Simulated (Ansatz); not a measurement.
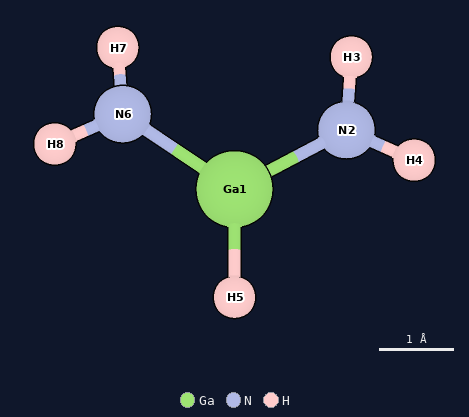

Figure 1. The structure as given in the input (ball-and-stick view, seen at a tilt; atoms are numbered from 1 in the order of the input). Sticks mark near contacts.

**Run report: GaN2H5, nudged elastic band (part 1 of 2)**

System: GaN2H5.
Method: RKS BLYP-D4/def2-SVP (Ansatz 0.2.0).

The run did not end well. It belongs to a series of runs on one base structure; here: band between the two ends.

## The input
```yaml
crystal:
  periodic: [false, false, false]
  atoms:
    - { symbol: Ga, position_ang: [0.495839, 0.179301, -0.08615] }
    - { symbol: "N", position_ang: [0.790608, -0.061751, 1.713122] }
    - { symbol: H, position_ang: [0.101097, -0.468225, 2.349046] }
    - { symbol: H, position_ang: [1.731232, -0.118004, 2.108018] }
    - { symbol: H, position_ang: [1.647005, 0.595599, -1.060559] }
    - { symbol: "N", position_ang: [-1.223112, -0.097715, -0.679345] }
    - { symbol: H, position_ang: [-2.021041, -0.225443, -0.053103] }
    - { symbol: H, position_ang: [-1.53073, 0.196236, -1.608329] }
basis:
  gaussian: { orbitals: def2-SVP }
hamiltonian:
  xc: blyp
  dispersion: d4
neb:
  order_check: false
  images: 5
  f_tol: 0.05
  max_iterations: 60
  optimiser: lbfgs
  climbing: immediate
  final_atoms:
    - { symbol: Ga, position_ang: [0.38066361, 0.64717586, -1.18878605] }
    - { symbol: "N", position_ang: [1.08286247, 0.09937953, 1.12791393] }
    - { symbol: H, position_ang: [0.43868409, 0.520993, 1.81318204] }
    - { symbol: H, position_ang: [1.06178002, -0.91898042, 1.28497197] }
    - { symbol: H, position_ang: [2.03118166, 0.42139859, 1.36662643] }
    - { symbol: "N", position_ang: [-1.30368009, -0.10303938, -0.65202206] }
    - { symbol: H, position_ang: [-1.60470744, -0.52252211, 0.23777421] }
    - { symbol: H, position_ang: [-2.09588632, -0.14440708, -1.30696048] }
  initial_path:
    images:
      - { positions_ang: [[0.495839, 0.179301, -0.08615], [0.790608, -0.061751, 1.713122], [0.101097, -0.468225, 2.349046], [1.731232, -0.118004, 2.108018], [1.647005, 0.595599, -1.060559], [-1.223112, -0.097715, -0.679345], [-2.021041, -0.225443, -0.053103], [-1.53073, 0.196236, -1.608329]] }
      - { positions_ang: [[0.3302766, 0.11795484, -0.05742278], [0.99084547, -0.0410437, 1.67944961], [0.23816296, -0.39623982, 2.28201076], [1.91179668, 0.01064439, 2.11739903], [1.68400787, 0.38898132, -0.64134612], [-1.37359082, -0.06417168, -0.77321092], [-2.13185783, -0.41811129, -0.31848806], [-1.65874293, 0.40198394, -1.60569152]] }
      - { positions_ang: [[0.1647142, 0.05660868, -0.02869556], [1.19108295, -0.02033641, 1.64577722], [0.37522891, -0.32425464, 2.21497553], [2.09236136, 0.13929278, 2.12678007], [1.72101074, 0.18236364, -0.22213324], [-1.52406964, -0.03062835, -0.86707684], [-2.24267466, -0.61077958, -0.58387313], [-1.78675586, 0.60773188, -1.60305404]] }
      - { positions_ang: [[-0.0008482, -0.00473748, 3.166e-05], [1.39132042, 0.00037089, 1.61210484], [0.51229487, -0.25226946, 2.14794029], [2.27292604, 0.26794117, 2.1361611], [1.75801361, -0.02425404, 0.19707964], [-1.67454846, 0.00291497, -0.96094277], [-2.35349149, -0.80344788, -0.84925819], [-1.91476879, 0.81347982, -1.60041657]] }
      - { positions_ang: [[0.1263224, 0.21256697, -0.39624091], [1.2885011, 0.03337377, 1.45070787], [0.48775795, 0.00548469, 2.03635421], [1.8692107, -0.12769936, 1.85243139], [1.84906963, 0.12429684, 0.58692857], [-1.55092567, -0.03240314, -0.8579692], [-2.10389681, -0.70980595, -0.48691406], [-1.9751413, 0.49418419, -1.50259787]] }
      - { positions_ang: [[0.253493, 0.42987142, -0.79251348], [1.18568179, 0.06637665, 1.2893109], [0.46322102, 0.26323884, 1.92476812], [1.46549536, -0.52333989, 1.56870168], [1.94012564, 0.27284772, 0.9767775], [-1.42730288, -0.06772126, -0.75499563], [-1.85430213, -0.61616403, -0.12456993], [-2.03551381, 0.17488855, -1.40477918]] }
      - { positions_ang: [[0.38066361, 0.64717586, -1.18878605], [1.08286247, 0.09937953, 1.12791393], [0.43868409, 0.520993, 1.81318204], [1.06178002, -0.91898042, 1.28497197], [2.03118166, 0.42139859, 1.36662643], [-1.30368009, -0.10303938, -0.65202206], [-1.60470744, -0.52252211, 0.23777421], [-2.09588632, -0.14440708, -1.30696048]] }
```

Machine: 2 threads of Arm Neoverse V1, 24 GiB of memory available, shared host.

Launch command:
```bash
ansatz run input.yaml --threads 2 --pin off --max-ram 3072MiB --backend cpu --events-out ev --progress --plain --runs-dir out
```

## What the program printed
```
Engine: ansatz 0.2.0, aarch64-unknown-linux-gnu
Functional definition: BLYP
  parameter beta = 0.0042
  parameter a = 0.04918
  parameter b = 0.132
  parameter c = 0.2533
  parameter d = 0.349
  exchange = b88_x(beta = beta)
  correlation = lyp_c(a = a, b = b, c = c, d = d)
989 factors; their error is unknown
mean field evaluation 1: about -55413.0432 eV, gradient 9.9e1 eV
mean field evaluation 2: about -55312.6346 eV, gradient 1.9e2 eV
mean field evaluation 4: about -55431.4244 eV, gradient 1.5e1 eV
mean field evaluation 8: about -55431.9236 eV, gradient 1.3e-1 eV
mean field evaluation 16: about -55431.8773 eV, gradient 2.6e-4 eV
mean field -55431.87726414 eV, -2037.0839163814 hartree, gradient 6.5e-5 eV, S^2 0.000000; 0 other end points of the search recorded, 0 dependent functions left out
the calculation of the forces begins
reference -55431.87758825 eV, -2037.0839282919 hartree; 25, 25 occupied and 60, 60 virtual orbitals, 989 factors
989 factors; their error is unknown
mean field evaluation 32: about -55431.8642 eV, gradient 4.4e-3 eV
mean field -55431.86422838 eV, -2037.0834373258 hartree, gradient 2.5e-5 eV, S^2 0.000000; 0 other end points of the search recorded, 0 dependent functions left out
[... from here on the field's lines of each further geometry are left out, up to the last ...]
NEB iter   1: max|band force component| = 2.720e1 eV/Å  barrier→ = 7.9438 eV  barrier← = 7.9557 eV  CI = image 5  Δτ_max = 0.2000 Å  (215 SCF iters)
NEB iter   2: max|band force component| = 5.325e0 eV/Å  barrier→ = 4.5662 eV  barrier← = 4.5781 eV  CI = image 3  Δτ_max = 0.0984 Å  (162 SCF iters)
NEB iter   3: max|band force component| = 4.242e0 eV/Å  barrier→ = 4.2758 eV  barrier← = 4.2877 eV  CI = image 3  Δτ_max = 0.1047 Å  (156 SCF iters)
NEB iter   4: max|band force component| = 3.726e0 eV/Å  barrier→ = 3.9266 eV  barrier← = 3.9385 eV  CI = image 3  Δτ_max = 0.1652 Å  (157 SCF iters)
NEB iter   5: max|band force component| = 2.910e0 eV/Å  barrier→ = 3.6836 eV  barrier← = 3.6954 eV  CI = image 3  Δτ_max = 0.1478 Å  (153 SCF iters)
NEB iter   6: max|band force component| = 3.978e0 eV/Å  barrier→ = 3.6397 eV  barrier← = 3.6515 eV  CI = image 3  Δτ_max = 0.0729 Å  (149 SCF iters)
NEB iter   7: max|band force component| = 2.676e0 eV/Å  barrier→ = 3.6228 eV  barrier← = 3.6347 eV  CI = image 3  Δτ_max = 0.0437 Å  (149 SCF iters)
NEB iter   8: max|band force component| = 2.542e0 eV/Å  barrier→ = 3.6314 eV  barrier← = 3.6432 eV  CI = image 3  Δτ_max = 0.1204 Å  (150 SCF iters)
NEB iter   9: max|band force component| = 2.735e0 eV/Å  barrier→ = 3.7011 eV  barrier← = 3.7129 eV  CI = image 3  Δτ_max = 0.0490 Å  (154 SCF iters)
NEB iter  10: max|band force component| = 1.222e0 eV/Å  barrier→ = 3.6998 eV  barrier← = 3.7117 eV  CI = image 3  Δτ_max = 0.0548 Å  (153 SCF iters)
NEB iter  11: max|band force component| = 1.300e0 eV/Å  barrier→ = 3.6855 eV  barrier← = 3.6974 eV  CI = image 3  Δτ_max = 0.0187 Å  (150 SCF iters)
NEB iter  12: max|band force component| = 1.291e0 eV/Å  barrier→ = 3.6648 eV  barrier← = 3.6767 eV  CI = image 3  Δτ_max = 0.2000 Å  (154 SCF iters)
NEB iter  13: max|band force component| = 3.716e0 eV/Å  barrier→ = 3.3815 eV  barrier← = 3.3934 eV  CI = image 3  Δτ_max = 0.0756 Å  (157 SCF iters)
NEB iter  14: max|band force component| = 1.449e0 eV/Å  barrier→ = 3.3103 eV  barrier← = 3.3222 eV  CI = image 3  Δτ_max = 0.0291 Å  (155 SCF iters)
NEB iter  15: max|band force component| = 1.096e0 eV/Å  barrier→ = 3.2551 eV  barrier← = 3.2670 eV  CI = image 3  Δτ_max = 0.0886 Å  (153 SCF iters)
NEB iter  16: max|band force component| = 1.875e0 eV/Å  barrier→ = 3.0951 eV  barrier← = 3.1069 eV  CI = image 3  Δτ_max = 0.0303 Å  (150 SCF iters)
NEB iter  17: max|band force component| = 1.040e0 eV/Å  barrier→ = 3.0483 eV  barrier← = 3.0602 eV  CI = image 3  Δτ_max = 0.0277 Å  (153 SCF iters)
NEB iter  18: max|band force component| = 1.164e0 eV/Å  barrier→ = 2.9999 eV  barrier← = 3.0118 eV  CI = image 3  Δτ_max = 0.0187 Å  (150 SCF iters)
NEB iter  19: max|band force component| = 8.223e-1 eV/Å  barrier→ = 2.9708 eV  barrier← = 2.9827 eV  CI = image 3  Δτ_max = 0.0614 Å  (143 SCF iters)
NEB iter  20: max|band force component| = 1.589e0 eV/Å  barrier→ = 2.8902 eV  barrier← = 2.9020 eV  CI = image 3  Δτ_max = 0.0264 Å  (148 SCF iters)
NEB iter  21: max|band force component| = 8.267e-1 eV/Å  barrier→ = 2.8539 eV  barrier← = 2.8658 eV  CI = image 3  Δτ_max = 0.0265 Å  (144 SCF iters)
NEB iter  22: max|band force component| = 9.015e-1 eV/Å  barrier→ = 2.8299 eV  barrier← = 2.8417 eV  CI = image 3  Δτ_max = 0.0137 Å  (152 SCF iters)
NEB iter  23: max|band force component| = 6.987e-1 eV/Å  barrier→ = 2.8117 eV  barrier← = 2.8236 eV  CI = image 3  Δτ_max = 0.0615 Å  (144 SCF iters)
NEB iter  24: max|band force component| = 1.664e0 eV/Å  barrier→ = 2.7861 eV  barrier← = 2.7979 eV  CI = image 3  Δτ_max = 0.0288 Å  (148 SCF iters)
NEB iter  25: max|band force component| = 7.857e-1 eV/Å  barrier→ = 2.7535 eV  barrier← = 2.7654 eV  CI = image 3  Δτ_max = 0.0220 Å  (143 SCF iters)
NEB iter  26: max|band force component| = 8.460e-1 eV/Å  barrier→ = 2.7533 eV  barrier← = 2.7651 eV  CI = image 3  Δτ_max = 0.0134 Å  (153 SCF iters)
NEB iter  27: max|band force component| = 9.269e-1 eV/Å  barrier→ = 2.7507 eV  barrier← = 2.7626 eV  CI = image 3  Δτ_max = 0.0150 Å  (147 SCF iters)
NEB iter  28: max|band force component| = 9.595e-1 eV/Å  barrier→ = 2.7529 eV  barrier← = 2.7647 eV  CI = image 3  Δτ_max = 0.0152 Å  (146 SCF iters)
NEB iter  29: max|band force component| = 9.918e-1 eV/Å  barrier→ = 2.7571 eV  barrier← = 2.7690 eV  CI = image 3  Δτ_max = 0.0154 Å  (140 SCF iters)
NEB iter  30: max|band force component| = 1.024e0 eV/Å  barrier→ = 2.7635 eV  barrier← = 2.7753 eV  CI = image 3  Δτ_max = 0.0157 Å  (138 SCF iters)
NEB iter  31: max|band force component| = 1.055e0 eV/Å  barrier→ = 2.7720 eV  barrier← = 2.7839 eV  CI = image 3  Δτ_max = 0.0159 Å  (138 SCF iters)
NEB iter  32: max|band force component| = 1.086e0 eV/Å  barrier→ = 2.7829 eV  barrier← = 2.7947 eV  CI = image 3  Δτ_max = 0.0161 Å  (138 SCF iters)
NEB iter  33: max|band force component| = 1.116e0 eV/Å  barrier→ = 2.7960 eV  barrier← = 2.8078 eV  CI = image 3  Δτ_max = 0.0164 Å  (138 SCF iters)
NEB iter  34: max|band force component| = 1.144e0 eV/Å  barrier→ = 2.8113 eV  barrier← = 2.8232 eV  CI = image 3  Δτ_max = 0.0167 Å  (138 SCF iters)
NEB iter  35: max|band force component| = 1.170e0 eV/Å  barrier→ = 2.8288 eV  barrier← = 2.8407 eV  CI = image 3  Δτ_max = 0.0169 Å  (143 SCF iters)
NEB iter  36: max|band force component| = 1.193e0 eV/Å  barrier→ = 2.8484 eV  barrier← = 2.8603 eV  CI = image 3  Δτ_max = 0.0172 Å  (144 SCF iters)
NEB iter  37: max|band force component| = 1.211e0 eV/Å  barrier→ = 2.8698 eV  barrier← = 2.8817 eV  CI = image 3  Δτ_max = 0.0174 Å  (144 SCF iters)
NEB iter  38: max|band force component| = 1.225e0 eV/Å  barrier→ = 2.8927 eV  barrier← = 2.9046 eV  CI = image 3  Δτ_max = 0.0176 Å  (144 SCF iters)
NEB iter  39: max|band force component| = 1.232e0 eV/Å  barrier→ = 2.9167 eV  barrier← = 2.9285 eV  CI = image 3  Δτ_max = 0.0178 Å  (144 SCF iters)
NEB iter  40: max|band force component| = 1.231e0 eV/Å  barrier→ = 2.9410 eV  barrier← = 2.9529 eV  CI = image 3  Δτ_max = 0.0180 Å  (144 SCF iters)
NEB iter  41: max|band force component| = 1.222e0 eV/Å  barrier→ = 2.9649 eV  barrier← = 2.9768 eV  CI = image 3  Δτ_max = 0.0182 Å  (144 SCF iters)
NEB iter  42: max|band force component| = 1.202e0 eV/Å  barrier→ = 2.9874 eV  barrier← = 2.9992 eV  CI = image 3  Δτ_max = 0.0183 Å  (144 SCF iters)
NEB iter  43: max|band force component| = 1.170e0 eV/Å  barrier→ = 3.0072 eV  barrier← = 3.0190 eV  CI = image 3  Δτ_max = 0.0183 Å  (146 SCF iters)
NEB iter  44: max|band force component| = 1.125e0 eV/Å  barrier→ = 3.0229 eV  barrier← = 3.0348 eV  CI = image 3  Δτ_max = 0.0183 Å  (145 SCF iters)
NEB iter  45: max|band force component| = 1.065e0 eV/Å  barrier→ = 3.0331 eV  barrier← = 3.0450 eV  CI = image 3  Δτ_max = 0.2000 Å  (143 SCF iters)
NEB iter  46: max|band force component| = 1.435e0 eV/Å  barrier→ = 2.9119 eV  barrier← = 2.9238 eV  CI = image 3  Δτ_max = 0.0265 Å  (158 SCF iters)
NEB iter  47: max|band force component| = 1.450e0 eV/Å  barrier→ = 2.7769 eV  barrier← = 2.7888 eV  CI = image 3  Δτ_max = 0.0263 Å  (143 SCF iters)
NEB iter  48: max|band force component| = 1.454e0 eV/Å  barrier→ = 2.6395 eV  barrier← = 2.6513 eV  CI = image 3  Δτ_max = 0.0255 Å  (143 SCF iters)
NEB iter  49: max|band force component| = 1.569e0 eV/Å  barrier→ = 2.5101 eV  barrier← = 2.5219 eV  CI = image 3  Δτ_max = 0.0244 Å  (141 SCF iters)
NEB iter  50: max|band force component| = 1.639e0 eV/Å  barrier→ = 2.3993 eV  barrier← = 2.4111 eV  CI = image 3  Δτ_max = 0.0236 Å  (143 SCF iters)
NEB iter  51: max|band force component| = 1.659e0 eV/Å  barrier→ = 2.3162 eV  barrier← = 2.3280 eV  CI = image 3  Δτ_max = 0.0237 Å  (144 SCF iters)
NEB iter  52: max|band force component| = 1.627e0 eV/Å  barrier→ = 2.2670 eV  barrier← = 2.2788 eV  CI = image 3  Δτ_max = 0.2000 Å  (142 SCF iters)
NEB iter  53: max|band force component| = 2.047e0 eV/Å  barrier→ = 2.5682 eV  barrier← = 2.5801 eV  CI = image 3  Δτ_max = 0.0352 Å  (154 SCF iters)
NEB iter  54: max|band force component| = 1.600e0 eV/Å  barrier→ = 2.6215 eV  barrier← = 2.6334 eV  CI = image 3  Δτ_max = 0.2000 Å  (142 SCF iters)
NEB iter  55: max|band force component| = 2.619e0 eV/Å  barrier→ = 2.9095 eV  barrier← = 2.9213 eV  CI = image 3  Δτ_max = 0.0529 Å  (158 SCF iters)
NEB iter  56: max|band force component| = 1.264e0 eV/Å  barrier→ = 2.8018 eV  barrier← = 2.8136 eV  CI = image 3  Δτ_max = 0.0157 Å  (136 SCF iters)
NEB iter  57: max|band force component| = 1.149e0 eV/Å  barrier→ = 2.7709 eV  barrier← = 2.7828 eV  CI = image 3  Δτ_max = 0.2000 Å  (137 SCF iters)
NEB iter  58: max|band force component| = 1.142e0 eV/Å  barrier→ = 2.5066 eV  barrier← = 2.5184 eV  CI = image 3  Δτ_max = 0.1682 Å  (151 SCF iters)
NEB iter  59: max|band force component| = 3.707e0 eV/Å  barrier→ = 2.7326 eV  barrier← = 2.7444 eV  CI = image 3  Δτ_max = 0.0774 Å  (160 SCF iters)
the calculation of the forces begins
reference -55431.13533666 eV, -2037.0566510491 hartree; 25, 25 occupied and 60, 60 virtual orbitals, 989 factors
these checks for a lower state are left out or cut short: starts, cluster_reference, orbital_swaps, neighbouring_geometries, increment
989 factors; their error is unknown
mean field evaluation 2176: about -55431.5995 eV, gradient 9.0e-4 eV
mean field -55431.59951156 eV, -2037.0737091621 hartree, gradient 1.3e-5 eV, S^2 0.000000; 0 other end points of the search recorded, 0 dependent functions left out
the calculation of the forces begins
reference -55431.59982635 eV, -2037.0737207307 hartree; 25, 25 occupied and 60, 60 virtual orbitals, 989 factors
NEB iter  60: max|band force component| = 1.383e0 eV/Å  barrier→ = 2.3430 eV  barrier← = 2.3549 eV  CI = image 3  Δτ_max = 0.0173 Å  (151 SCF iters)
```
